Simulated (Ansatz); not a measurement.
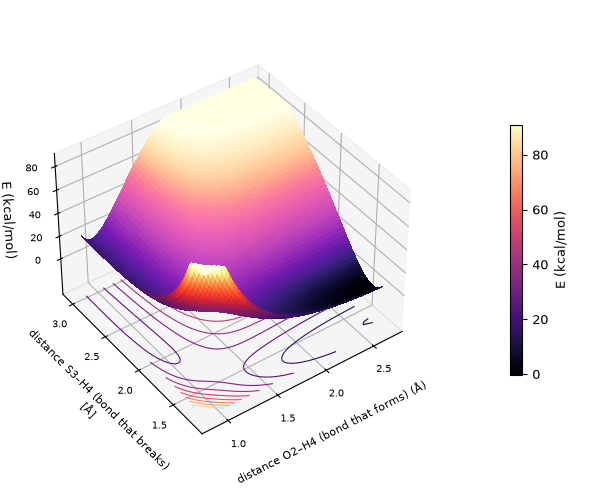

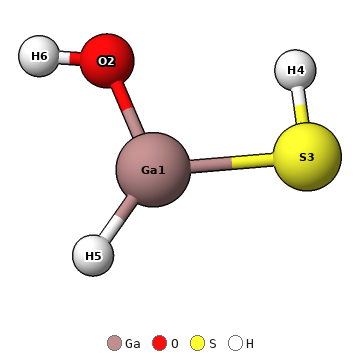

Energy landscape of the reacting system GaH3OS. 
- The first coordinate is: distance O2–H4 (bond that forms); the second: distance S3–H4 (bond that breaks).
- Relaxed at each point: all other coordinates.
- Grid: 11 × 11 points.
- Points are written as (first, second).
- Energies are in kcal/mol, from the lowest grid point.
- The reference is spin-restricted, so regions where a bond is pulled apart into radicals lie too high.
- Computed with RKS PBE0-D4/def2-SVP (Ansatz).

In the figure: a relief with its contours projected below, any walls above the top of the colour scale cut off. Between grid points the surface is interpolated. The second picture is the structure at the lowest point.

### Where are the wells?

The lowest grid point is at (2.673 Å, 1.325 Å). It lies at the edge of the scanned range, so the true minimum may lie outside. Other grid points that lie below all their neighbours: (0.974 Å, 2.586 Å) (15 kcal/mol higher). The highest grid point, (0.873 Å, 1.224 Å), lies 153 kcal/mol above the lowest. On the interpolated surface the lowest path from the side where the first distance is long, about (2.67 Å, 1.35 Å), to the well on the other side, (0.974 Å, 2.586 Å), has its top at about (1.26 Å, 1.68 Å), about 25 kcal/mol above the start and 9.4 kcal/mol above the end.

Grid values (kcal/mol):

```csv
"second ↓, first →",0.873,0.974,1.114,1.273,1.446,1.630,1.824,2.026,2.235,2.451,2.673
3.024,23,16,24,43,65,84,97,105,110,112,113
2.802,23,15,23,41,62,79,91,98,101,103,104
2.586,23,15,22,39,57,72,82,88,91,92,92
2.377,24,15,21,35,51,64,72,76,78,79,79
2.175,27,17,20,32,44,54,60,62,63,64,64
1.981,31,20,20,28,37,43,46,47,47,47,47
1.797,40,26,22,25,29,32,32,31,31,30,30
1.624,55,37,27,24,23,21,19,17,16,15,14
1.465,79,55,38,28,20,15,10,7,5,4,3
1.325,115,84,57,38,25,16,10,6,3,1,0
1.224,153,115,79,54,37,26,18,13,10,7,6
```

The input of one point:

```yaml
crystal:
  periodic: [false, false, false]
  atoms:
    - { symbol: Ga, position_ang: [-0.601445, 0.288078, -0.16173] }
    - { symbol: O, position_ang: [1.026803, 0.625417, 0.492282] }
    - { symbol: S, position_ang: [-0.628746, -1.853081, -0.586365] }
    - { symbol: H, position_ang: [0.619848, -1.936926, -0.150925] }
    - { symbol: H, position_ang: [-1.704013, 1.364099, -0.352004] }
    - { symbol: H, position_ang: [1.287552, 1.512414, 0.758839] }
basis:
  gaussian: { orbitals: def2-SVP }
hamiltonian:
  xc: pbe0
  dispersion: d4
output:
  forces: true
relax:
  f_tol: 0.02
  max_steps: 50
  escape_saddle: false
  constraints: [{ distance: [1, 3] }, { distance: [2, 3] }]
scf:
  lower_state_search: "off"
```

The whole map (121 points run) took 24 min on 1 thread of Arm Neoverse V2, with other jobs on the host.
